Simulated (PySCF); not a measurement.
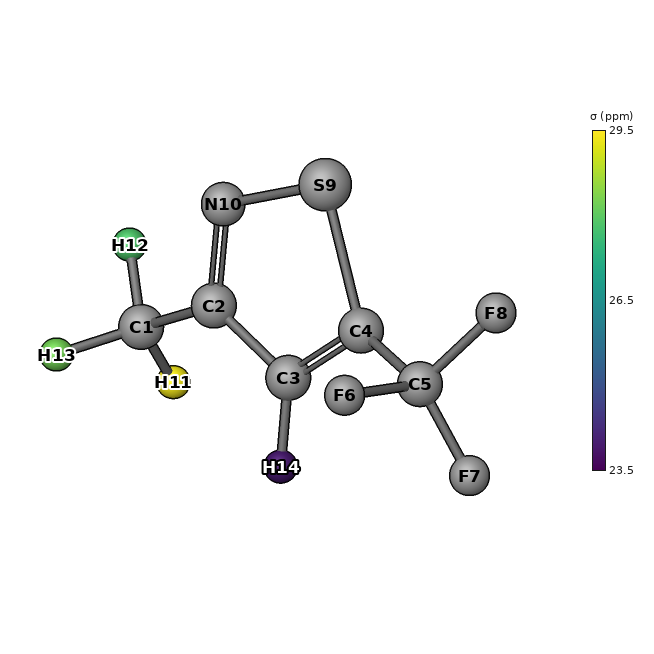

Atoms are coloured by their isotropic NMR shieldings (H only, the others grey). Geometry: a frame of a GFN2-xTB molecular-dynamics simulation, not a minimum. Method: GIAO PBE0/pcSseg-1 NMR shielding, non-relativistic, gas phase (PySCF 2.14.0).

List the isotropic NMR shieldings of the H atoms.

| atom | σ (ppm) |
| --- | --- |
| H11 | 29.38 |
| H12 | 27.84 |
| H13 | 28.22 |
| H14 | 23.95 |
